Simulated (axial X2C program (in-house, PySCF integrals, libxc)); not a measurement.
**BaPd⁺: bond curves with and without spin–orbit coupling**

What are the state, bond length, wavenumber and bond energy of BaPd⁺, and what does spin–orbit coupling change?

Program: an in-house X2C program for linear molecules on PySCF integrals. Level of theory: all-electron X2C, Ba dyall-v2z, Pd dyall-v2z. These are calculated values, not measurements.

## 1. The job

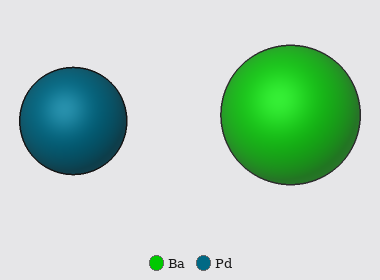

The two atoms at 3.160 Å (barium green, palladium blue).

The input, task.json:

```json
{"zs": [56, 46], "q": 1, "bas": ["dyall-v2z", "dyall-v2z"], "levels": ["PBE0", "HF", "BLYP", "BHandHLYP"], "cc": false, "r0": 3.16, "npts": 10, "nst": 2, "ntry": 6}
```

Keys: zs atomic numbers; q charge; bas basis sets; levels methods (HF also brings MP2); cc coupled cluster on or off; r0 starting distance in Å; npts points asked for on the curve; nst determinants followed; ntry starts of the search.

Command:

```
$ python so2c.py task.json out
```

Spin-free means the one-electron spin-free X2C Hamiltonian; two-component (2c) means X2C with spin–orbit coupling and atomic mean-field two-electron Coulomb and Gaunt terms. Basis: Ba dyall-v2z contracted to [12s13p8d], Pd dyall-v2z contracted to [10s10p7d2f]; Gaussian nuclei, density fitting. Masses: Ba 137.905 u, Pd 105.903 u.

Notation: σ, π±, δ± give the projection m of an orbital's angular momentum (0, ±1, ±2), α and β its spin, Λ and M_S the sums; ω is the projection of a spinor's total angular momentum and Ω the sum. Logs are in hartree.

The results follow Hamiltonian by Hamiltonian and level by level.

## 2. Which state to follow

PBE0 moves the distance from 3.160 Å to 2.615 Å and compares determinants there.

Spin-free determinants:

| ΔE (eV) | state | open shells |
| --- | --- | --- |
| 0.00 | M_S = 1/2, Λ = 0 | beyond closed shells: σα |
| 1.70 | M_S = 1/2, Λ = 2 | beyond closed shells: δ+α, δ+β, δ-α |
| 2.15 | M_S = 1/2, Λ = 1 | beyond closed shells: π+α |
| 2.18 | M_S = 1/2, Λ = 1 | beyond closed shells: π+α, π+β, π-α |
| 2.47 | M_S = 1/2, Λ = 2 | beyond closed shells: δ+α |

Two-component determinants:

```tsv
ΔE (eV)	state	open shells
0.00	Ω = 1/2	excess of +ω over −ω: ω = 1/2
1.54	Ω = 5/2	excess of +ω over −ω: ω = 5/2
1.82	Ω = 3/2	excess of +ω over −ω: ω = 3/2
2.19	Ω = 3/2	excess of +ω over −ω: ω = 3/2
2.52	Ω = 5/2	excess of +ω over −ω: ω = 5/2
3.54	Ω = 7/2	excess of +ω over −ω: 2 × ω = 1/2, ω = 5/2
3.79	Ω = 3/2	excess of +ω over −ω: 2 × ω = -1/2, ω = 5/2
```

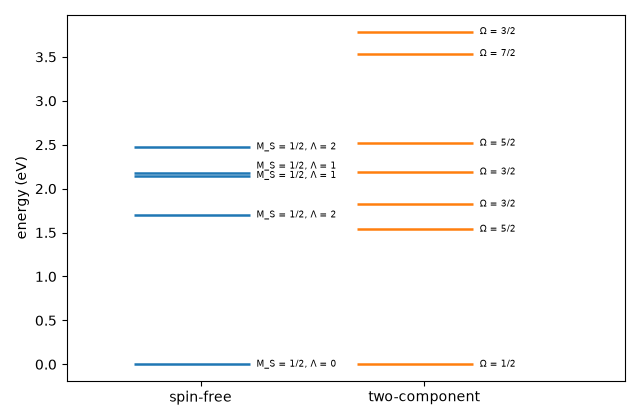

The determinants found, each set from its own lowest.

## 3. PBE0, spin-free

State followed: M_S = 1/2, Λ = 0 (beyond closed shells: σα). The scan is laid around 2.615 Å, a first estimate of the minimum, and this SCF restarts from the orbitals of the search.

Output at 2.615 Å:

```text
spin-free X2C-1e  PBE0
basis functions 180  fitting functions 1017  grid points 5803
iter        total energy     max residual
   1     -13179.321394140     3.75e-05
   2     -13179.321394159     2.60e-05
   3     -13179.321394173     1.06e-05
   4     -13179.321394174     4.95e-06
converged
one-electron -19088.28788376  Coulomb 5732.40498245  exact exchange -84.91682496  xc functional -259.80675217  nuclear repulsion 521.28508426
```

Along the bond, energies from the lowest point:

| R (Å) | E (eV) | μ (D) | HOMO (eV) | LUMO (eV) | iterations |
| --- | --- | --- | --- | --- | --- |
| 2.275 | 0.5682 | -5.78 | -8.89 | -6.79 | 38 |
| 2.380 | 0.2275 | -6.06 | -8.88 | -6.78 | 15 |
| 2.458 | 0.0880 | -6.30 | -8.87 | -6.75 | 13 |
| 2.537 | 0.0181 | -6.58 | -8.85 | -6.72 | 12 |
| 2.615 | 0.0000 | -6.86 | -8.82 | -6.68 | 4 |
| 2.707 | 0.0267 | -7.21 | -8.77 | -6.63 | 13 |
| 2.798 | 0.0911 | -7.55 | -8.71 | -6.58 | 12 |
| 2.916 | 0.2114 | -7.97 | -8.63 | -6.52 | 13 |
| 3.060 | 0.3939 | -8.42 | -8.53 | -6.47 | 12 |
| 3.269 | 0.6879 | -8.89 | -8.39 | -6.42 | 14 |

Dipoles are positive if Pd is the positive end and refer to the centre of mass.

Outer orbitals at the reference distance:

```json
{"symmetry": "σα", "occupied": "yes", "ε (eV)": "-24.84", "atomic character": "92% Ba p, 3% Pd d, 2% Pd p"}
{"symmetry": "π-α", "occupied": "yes", "ε (eV)": "-24.80", "atomic character": "98% Ba p"}
{"symmetry": "π+α", "occupied": "yes", "ε (eV)": "-24.80", "atomic character": "98% Ba p"}
{"symmetry": "π+β", "occupied": "yes", "ε (eV)": "-24.72", "atomic character": "98% Ba p"}
{"symmetry": "π-β", "occupied": "yes", "ε (eV)": "-24.72", "atomic character": "98% Ba p"}
{"symmetry": "σβ", "occupied": "yes", "ε (eV)": "-24.63", "atomic character": "92% Ba p, 3% Pd d"}
{"symmetry": "σα", "occupied": "yes", "ε (eV)": "-11.22", "atomic character": "90% Pd d, 8% Ba d"}
{"symmetry": "π-α", "occupied": "yes", "ε (eV)": "-11.21", "atomic character": "91% Pd d, 8% Ba d"}
{"symmetry": "π+α", "occupied": "yes", "ε (eV)": "-11.21", "atomic character": "91% Pd d, 8% Ba d"}
{"symmetry": "π+β", "occupied": "yes", "ε (eV)": "-11.11", "atomic character": "93% Pd d, 6% Ba d"}
{"symmetry": "π-β", "occupied": "yes", "ε (eV)": "-11.11", "atomic character": "93% Pd d, 6% Ba d"}
{"symmetry": "σβ", "occupied": "yes", "ε (eV)": "-11.11", "atomic character": "90% Pd d, 7% Ba d"}
{"symmetry": "δ+α", "occupied": "yes", "ε (eV)": "-10.71", "atomic character": "99% Pd d"}
{"symmetry": "δ-α", "occupied": "yes", "ε (eV)": "-10.71", "atomic character": "99% Pd d"}
{"symmetry": "δ+β", "occupied": "yes", "ε (eV)": "-10.56", "atomic character": "99% Pd d"}
{"symmetry": "δ-β", "occupied": "yes", "ε (eV)": "-10.56", "atomic character": "99% Pd d"}
{"symmetry": "σα", "occupied": "yes", "ε (eV)": "-8.82", "atomic character": "49% Pd s, 31% Ba s, 11% Ba d"}
{"symmetry": "σβ", "occupied": "no", "ε (eV)": "-6.68", "atomic character": "45% Pd s, 44% Ba s, 5% Ba d"}
{"symmetry": "σα", "occupied": "no", "ε (eV)": "-5.65", "atomic character": "42% Ba s, 24% Ba d, 18% Ba p"}
{"symmetry": "σβ", "occupied": "no", "ε (eV)": "-5.27", "atomic character": "39% Ba d, 28% Ba s, 13% Ba p"}
{"symmetry": "π-α", "occupied": "no", "ε (eV)": "-5.24", "atomic character": "67% Ba d, 23% Pd p, 9% Pd d"}
```

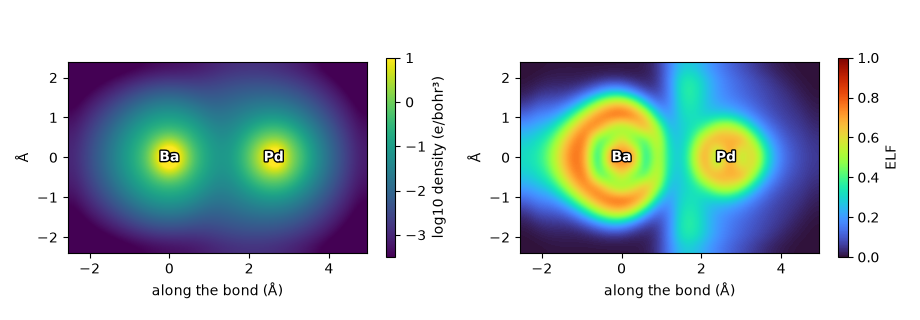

PBE0 fields in a plane through the axis, from a grid of 0.3 Å; Ba lies at z = 0 and Pd at z = 2.615 Å; the ELF is damped to zero where the density is low.

Re = 2.609 Å, ωe = 169.9 cm⁻¹, ωexe = 0.298 cm⁻¹, Be = 0.04134 cm⁻¹, De = 2.22 eV, μ = -6.84 D.

## 4. HF, spin-free

The SCF at the reference distance of 2.615 Å:

```text
spin-free X2C-1e  HF
basis functions 180  fitting functions 1017  grid points 5803
iter        total energy     max residual
   1     -13174.265116874     5.46e-01
   2     -13174.303923116     2.02e-02
   3     -13174.305814751     9.59e-02
   4     -13174.309427814     1.57e-02
   5     -13174.310127328     5.57e-03
   6     -13174.310609271     9.42e-03
   7     -13174.310690321     3.22e-03
   8     -13174.310722034     1.13e-03
   9     -13174.310731571     1.45e-03
  10     -13174.310738310     5.38e-04
  11     -13174.310739934     1.14e-04
  12     -13174.310740337     1.36e-04
  13     -13174.310740444     6.52e-05
  14     -13174.310740485     1.80e-05
  15     -13174.310740495     1.81e-05
  16     -13174.310740497     7.30e-06
  17     -13174.310740498     1.49e-06
converged
one-electron -19087.08120239  Coulomb 5731.32492175  exact exchange -339.83954412  xc functional 0.00000000  nuclear repulsion 521.28508426
```

Re = 2.846 Å, ωe = 115.6 cm⁻¹, ωexe = 0.639 cm⁻¹, Be = 0.03475 cm⁻¹, De = 0.598 eV, μ = -7.20 D.

## 5. BLYP, spin-free

The SCF at the reference distance of 2.615 Å:

```text
spin-free X2C-1e  BLYP
basis functions 180  fitting functions 1017  grid points 5803
iter        total energy     max residual
   1     -13180.490903420     1.99e-01
   2     -13180.496097242     1.29e-01
   3     -13180.500472960     4.28e-02
   4     -13180.500890713     8.77e-03
   5     -13180.501006159     5.11e-03
   6     -13180.501032735     1.46e-03
   7     -13180.501035314     2.74e-04
   8     -13180.501035820     2.77e-04
   9     -13180.501035907     4.62e-05
  10     -13180.501035915     1.50e-05
converged
one-electron -19087.01628557  Coulomb 5731.07514507  exact exchange 0.00000000  xc functional -345.84497967  nuclear repulsion 521.28508426
```

Re = 2.656 Å, ωe = 163.2 cm⁻¹, ωexe = 0.278 cm⁻¹, Be = 0.03989 cm⁻¹, De = 2.37 eV, μ = -6.80 D.

## 6. BHandHLYP, spin-free

The SCF at the reference distance of 2.615 Å:

```text
spin-free X2C-1e  BHandHLYP
basis functions 180  fitting functions 1017  grid points 5803
iter        total energy     max residual
   1     -13179.953567076     1.75e-01
   2     -13179.955786766     1.06e-02
   3     -13179.956525788     7.97e-02
   4     -13179.957666334     1.34e-03
   5     -13179.957715606     2.69e-03
   6     -13179.957734540     1.13e-03
   7     -13179.957738857     6.94e-04
   8     -13179.957739199     1.11e-04
   9     -13179.957739270     8.41e-05
  10     -13179.957739284     8.90e-06
  11     -13179.957739286     2.32e-06
converged
one-electron -19088.27046401  Coulomb 5732.43140873  exact exchange -169.86643187  xc functional -175.53733639  nuclear repulsion 521.28508426
```

Re = 2.665 Å, ωe = 156.1 cm⁻¹, ωexe = 0.351 cm⁻¹, Be = 0.03962 cm⁻¹, De = 1.58 eV, μ = -7.24 D.

## 7. MP2, spin-free

Correlated methods: 19 electrons correlated (frozen shells, counted by type: Ba 4 s, 3 p, 2 d; Pd 4 s, 3 p, 1 d), 195 virtual spinors in MP2.

MP2: Re = 2.623 Å, ωe = 165.2 cm⁻¹, Be = 0.04089 cm⁻¹, De = 1.76 eV.

## 8. A higher determinant, spin-free

State: M_S = 1/2, Λ = 2 (beyond closed shells: δ+α, δ+β, δ-α).

Output at the reference distance:

```text
spin-free X2C-1e  PBE0
basis functions 180  fitting functions 1017  grid points 5803
iter        total energy     max residual
   1     -13179.258937277     1.51e-05
   2     -13179.258937282     5.34e-06
converged
one-electron -19083.64857391  Coulomb 5727.69988182  exact exchange -84.89308914  xc functional -259.70224031  nuclear repulsion 521.28508426
```

| R (Å) | E above the lowest PBE0 point (eV) |
| --- | --- |
| 2.275 | 3.447 |
| 2.380 | 2.657 |
| 2.458 | 2.235 |
| 2.537 | 1.924 |
| 2.615 | 1.700 |
| 2.707 | 1.523 |
| 2.798 | 1.418 |
| 2.916 | 1.361 |
| 3.060 | 1.376 |

No constants are quoted: too few points lie around the minimum for a second fit to confirm the first.

## 9. The spin-free curves together

Energy (eV) of the followed determinant, spin-free, from each level's lowest point:

| R (Å) | PBE0 | HF | MP2 | BLYP | BHandHLYP |
| --- | --- | --- | --- | --- | --- |
| 2.275 | 0.568 | 1.072 | 0.564 | 0.722 | 0.699 |
| 2.380 | 0.227 | 0.607 | 0.237 | 0.319 | 0.315 |
| 2.458 | 0.088 | 0.373 | 0.098 | 0.143 | 0.146 |
| 2.537 | 0.018 | 0.211 | 0.025 | 0.043 | 0.048 |
| 2.615 | 0.000 | 0.104 | 0.000 | 0.000 | 0.003 |
| 2.707 | 0.027 | 0.031 | 0.019 | 0.002 | 0.000 |
| 2.798 | 0.091 | 0.000 | 0.077 | 0.045 | 0.036 |
| 2.916 | 0.211 | 0.003 | 0.194 | 0.143 | 0.121 |
| 3.060 | 0.394 | 0.046 | 0.377 | 0.304 | 0.261 |
| 3.269 | 0.688 | 0.141 | 0.666 | 0.579 | 0.492 |

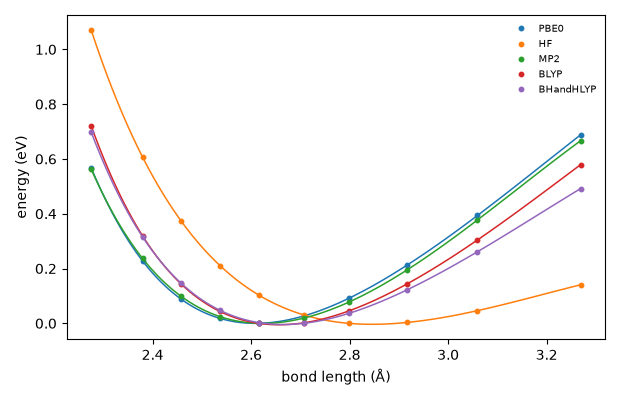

Curves of the followed state, spin-free, each from its own lowest point.

## 10. PBE0, 2c

State followed: Ω = 1/2 (excess of +ω over −ω: ω = 1/2). The scan is laid around 2.615 Å, a first estimate of the minimum, and this SCF restarts from the orbitals of the search.

The SCF at the reference distance of 2.615 Å:

```text
two-component X2C + atomic mean field  PBE0
basis functions 180  fitting functions 1017  grid points 5803
iter        total energy     max residual
   1     -13173.913038668     5.29e-05
   2     -13173.913038669     3.58e-06
converged
one-electron -19072.15749204  Coulomb 5729.36314734  exact exchange -84.86493722  xc functional -259.65821580  nuclear repulsion 521.28508426  atomic mean-field constant -7.88062520
```

Along the bond, energies from the lowest point:

| R (Å) | E (eV) | μ (D) | HOMO (eV) | LUMO (eV) | iterations |
| --- | --- | --- | --- | --- | --- |
| 2.275 | 0.5713 | -5.77 | -8.89 | -6.80 | 39 |
| 2.380 | 0.2291 | -6.05 | -8.89 | -6.78 | 17 |
| 2.458 | 0.0889 | -6.29 | -8.87 | -6.76 | 14 |
| 2.537 | 0.0185 | -6.56 | -8.85 | -6.72 | 12 |
| 2.615 | 0.0000 | -6.85 | -8.82 | -6.68 | 2 |
| 2.707 | 0.0264 | -7.19 | -8.77 | -6.63 | 13 |
| 2.798 | 0.0905 | -7.53 | -8.72 | -6.58 | 12 |
| 2.916 | 0.2106 | -7.95 | -8.64 | -6.53 | 13 |
| 3.060 | 0.3925 | -8.40 | -8.53 | -6.47 | 13 |
| 3.269 | 0.6857 | -8.87 | -8.40 | -6.42 | 15 |

Dipoles are positive if Pd is the positive end and refer to the centre of mass.

Outer spinors at the reference distance:

| ω | occupied | ε (eV) | atomic character | λ mixture |
| --- | --- | --- | --- | --- |
| 1/2 | yes | -26.14 | 96% Ba p | 64% π, 36% σ |
| -1/2 | yes | -26.13 | 96% Ba p | 70% π, 30% σ |
| 1/2 | yes | -24.13 | 94% Ba p, 3% Pd d | 64% σ, 36% π |
| 3/2 | yes | -24.13 | 98% Ba p | 100% π |
| -3/2 | yes | -24.05 | 98% Ba p | 100% π |
| -1/2 | yes | -24.02 | 93% Ba p, 3% Pd d | 70% σ, 30% π |
| -1/2 | yes | -11.45 | 92% Pd d, 7% Ba d | 71% π, 29% σ |
| 1/2 | yes | -11.44 | 92% Pd d, 6% Ba d | 52% σ, 48% π |
| 3/2 | yes | -11.21 | 92% Pd d, 7% Ba d | 86% π, 14% δ |
| -3/2 | yes | -11.16 | 95% Pd d, 4% Ba d | 68% π, 32% δ |
| 1/2 | yes | -11.03 | 91% Pd d, 8% Ba d | 52% π, 48% σ |
| -1/2 | yes | -11.00 | 89% Pd d, 8% Ba d | 71% σ, 29% π |
| -3/2 | yes | -10.78 | 97% Pd d, 3% Ba d | 68% δ, 32% π |
| 3/2 | yes | -10.69 | 98% Pd d | 86% δ, 14% π |
| 5/2 | yes | -10.55 | 99% Pd d | 100% δ |
| -5/2 | yes | -10.40 | 99% Pd d | 100% δ |
| 1/2 | yes | -8.82 | 49% Pd s, 31% Ba s, 11% Ba d | 100% σ |
| -1/2 | no | -6.68 | 45% Pd s, 44% Ba s, 5% Ba d | 100% σ |
| 1/2 | no | -5.65 | 42% Ba s, 24% Ba d, 18% Ba p | 100% σ |
| -1/2 | no | -5.29 | 56% Ba d, 18% Pd p, 10% Ba s | 62% π, 38% σ |
| -1/2 | no | -5.27 | 51% Ba d, 18% Ba s, 14% Pd p | 62% σ, 38% π |

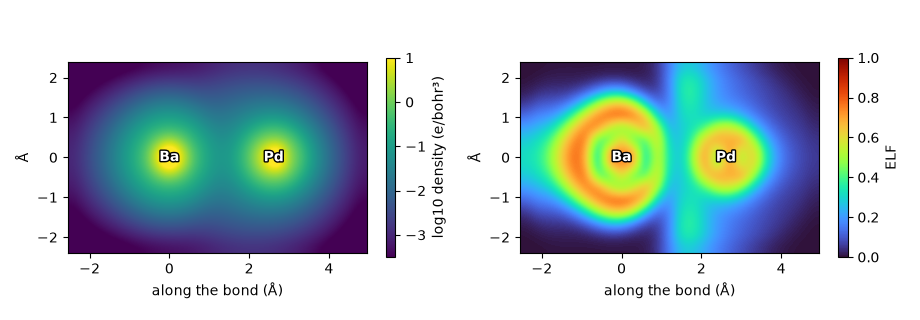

PBE0 fields in a plane through the axis, from a grid of 0.3 Å; Ba lies at z = 0 and Pd at z = 2.615 Å; the ELF is damped to zero where the density is low.

Re = 2.610 Å, ωe = 169.9 cm⁻¹, ωexe = 0.301 cm⁻¹, Be = 0.04132 cm⁻¹, De = 2.22 eV, μ = -6.83 D.

## 11. HF, 2c

Output at 2.615 Å:

```text
two-component X2C + atomic mean field  HF
basis functions 180  fitting functions 1017  grid points 5803
iter        total energy     max residual
   1     -13168.849634532     5.47e-01
   2     -13168.888491615     2.02e-02
   3     -13168.890378868     9.61e-02
   4     -13168.893996724     1.57e-02
   5     -13168.894694751     5.63e-03
   6     -13168.895174838     9.44e-03
   7     -13168.895255715     3.21e-03
   8     -13168.895287451     1.15e-03
   9     -13168.895296985     1.47e-03
  10     -13168.895303748     5.40e-04
  11     -13168.895305396     1.14e-04
  12     -13168.895305813     1.40e-04
  13     -13168.895305925     6.69e-05
  14     -13168.895305967     1.78e-05
  15     -13168.895305978     1.83e-05
  16     -13168.895305980     7.56e-06
  17     -13168.895305980     1.68e-06
converged
one-electron -19070.95137669  Coulomb 5728.28348145  exact exchange -339.63186979  xc functional 0.00000000  nuclear repulsion 521.28508426  atomic mean-field constant -7.88062520
```

Re = 2.845 Å, ωe = 115.9 cm⁻¹, ωexe = 0.637 cm⁻¹, Be = 0.03476 cm⁻¹, De = 0.514 eV, μ = -7.20 D.

## 12. BLYP, 2c

Output at 2.615 Å:

```text
two-component X2C + atomic mean field  BLYP
basis functions 180  fitting functions 1017  grid points 5803
iter        total energy     max residual
   1     -13175.085294866     2.05e-01
   2     -13175.090508095     1.33e-01
   3     -13175.094882413     4.40e-02
   4     -13175.095295876     9.17e-03
   5     -13175.095411416     5.32e-03
   6     -13175.095437792     1.56e-03
   7     -13175.095440358     2.71e-04
   8     -13175.095440857     2.93e-04
   9     -13175.095440944     4.58e-05
  10     -13175.095440953     1.51e-05
converged
one-electron -19070.88516473  Coulomb 5728.03263714  exact exchange 0.00000000  xc functional -345.64737241  nuclear repulsion 521.28508426  atomic mean-field constant -7.88062520
```

Re = 2.657 Å, ωe = 163.1 cm⁻¹, ωexe = 0.283 cm⁻¹, Be = 0.03987 cm⁻¹, De = 2.38 eV, μ = -6.79 D.

## 13. BHandHLYP, 2c

Output at 2.615 Å:

```text
two-component X2C + atomic mean field  BHandHLYP
basis functions 180  fitting functions 1017  grid points 5803
iter        total energy     max residual
   1     -13174.542903025     1.76e-01
   2     -13174.545127823     1.06e-02
   3     -13174.545858290     8.00e-02
   4     -13174.547006444     1.36e-03
   5     -13174.547055550     2.70e-03
   6     -13174.547074491     1.13e-03
   7     -13174.547078831     6.98e-04
   8     -13174.547079181     1.10e-04
   9     -13174.547079255     8.63e-05
  10     -13174.547079270     7.94e-06
  11     -13174.547079272     2.39e-06
converged
one-electron -19072.13866199  Coulomb 5729.38806230  exact exchange -169.76261710  xc functional -175.43832154  nuclear repulsion 521.28508426  atomic mean-field constant -7.88062520
```

Re = 2.666 Å, ωe = 156.1 cm⁻¹, ωexe = 0.355 cm⁻¹, Be = 0.03961 cm⁻¹, De = 1.59 eV, μ = -7.23 D.

## 14. MP2, 2c

Correlated methods: 19 electrons correlated (frozen shells, counted by type: Ba 4 s, 3 p, 2 d; Pd 4 s, 3 p, 1 d), 191 virtual spinors in MP2.

MP2: Re = 2.624 Å, ωe = 165.2 cm⁻¹, Be = 0.04087 cm⁻¹, De = 1.77 eV.

## 15. A higher determinant, 2c

State: Ω = 5/2 (excess of +ω over −ω: ω = 5/2).

Output at the reference distance:

```text
two-component X2C + atomic mean field  PBE0
basis functions 180  fitting functions 1017  grid points 5803
iter        total energy     max residual
   1     -13173.856532636     6.54e-05
   2     -13173.856532638     1.69e-05
converged
one-electron -19067.57211251  Coulomb 5724.70728255  exact exchange -84.84143611  xc functional -259.55472562  nuclear repulsion 521.28508426  atomic mean-field constant -7.88062520
```

| R (Å) | E above the lowest PBE0 point (eV) |
| --- | --- |
| 2.275 | 3.287 |
| 2.380 | 2.495 |
| 2.458 | 2.073 |
| 2.537 | 1.762 |
| 2.615 | 1.538 |
| 2.707 | 1.361 |
| 2.798 | 1.257 |
| 2.916 | 1.200 |
| 3.060 | 1.216 |

No constants are quoted: too few points lie around the minimum for a second fit to confirm the first.

## 16. The 2c curves together

Energy (eV) of the followed determinant, 2c, from each level's lowest point:

| R (Å) | PBE0 | HF | MP2 | BLYP | BHandHLYP |
| --- | --- | --- | --- | --- | --- |
| 2.275 | 0.571 | 1.075 | 0.568 | 0.725 | 0.702 |
| 2.380 | 0.229 | 0.608 | 0.239 | 0.321 | 0.317 |
| 2.458 | 0.089 | 0.374 | 0.099 | 0.144 | 0.147 |
| 2.537 | 0.018 | 0.212 | 0.025 | 0.044 | 0.048 |
| 2.615 | 0.000 | 0.104 | 0.000 | 0.000 | 0.003 |
| 2.707 | 0.026 | 0.031 | 0.019 | 0.001 | 0.000 |
| 2.798 | 0.091 | 0.000 | 0.077 | 0.044 | 0.036 |
| 2.916 | 0.211 | 0.003 | 0.193 | 0.142 | 0.121 |
| 3.060 | 0.393 | 0.047 | 0.376 | 0.302 | 0.260 |
| 3.269 | 0.686 | 0.142 | 0.666 | 0.576 | 0.490 |

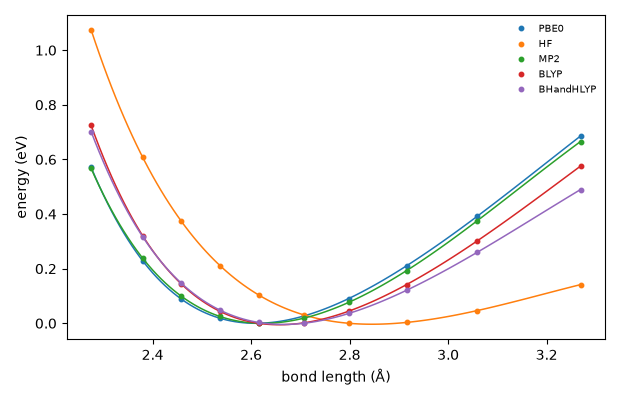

Curves of the followed state, 2c, each from its own lowest point.

Time for the job: 5.9 min (1 thread of Arm Neoverse N1, shared host); peak memory 0.42 GiB.

## 17. Constants

Lowest determinant that the search found at its distance, spin-free: M_S = 1/2, Λ = 0 (beyond closed shells: σα).

Lowest determinant that the search found at its distance, 2c: Ω = 1/2 (excess of +ω over −ω: ω = 1/2).

| Hamiltonian | level | Re (Å) | ωe (cm⁻¹) | De (eV) | μ (D) |
| --- | --- | --- | --- | --- | --- |
| spin-free | PBE0 | 2.609 | 169.9 | 2.22 | -6.84 |
| spin-free | HF | 2.846 | 115.6 | 0.598 | -7.20 |
| spin-free | MP2 | 2.623 | 165.2 | 1.76 | n/a |
| spin-free | BLYP | 2.656 | 163.2 | 2.37 | -6.80 |
| spin-free | BHandHLYP | 2.665 | 156.1 | 1.58 | -7.24 |
| 2c | PBE0 | 2.610 | 169.9 | 2.22 | -6.83 |
| 2c | HF | 2.845 | 115.9 | 0.514 | -7.20 |
| 2c | MP2 | 2.624 | 165.2 | 1.77 | n/a |
| 2c | BLYP | 2.657 | 163.1 | 2.38 | -6.79 |
| 2c | BHandHLYP | 2.666 | 156.1 | 1.59 | -7.23 |

Dipoles are positive if Pd is the positive end and refer to the centre of mass.

Time per point (s) on 1 thread of Arm Neoverse N1, shared host (2c runs); the times are rough: PBE0 2.9, HF 2.7, MP2 3, BLYP 1.1, BHandHLYP 3.1.

**Reading.** At MP2, going from spin-free to two-component changes Re by +1 mÅ, ωe by 0.0 %; the spin-free picture holds up (part of it comes from the scalar share of the two-electron terms). It costs about 1.8 times the time. De moves by 0.00 eV; both De rest on single-determinant atoms, which can miss part of an open shell's spin–orbit lowering.

De refers to Ba+ + Pd, each in the lowest determinant found, which need not be this curve's own limit. Each curve is one determinant whose occupation by symmetry is held fixed; it was picked as the lowest of a PBE0 search that is not exhaustive. De is counted from the lowest determinant-based energies of the atoms at the same level, without counterpoise correction. Density functionals use the spin component along the axis (collinear).
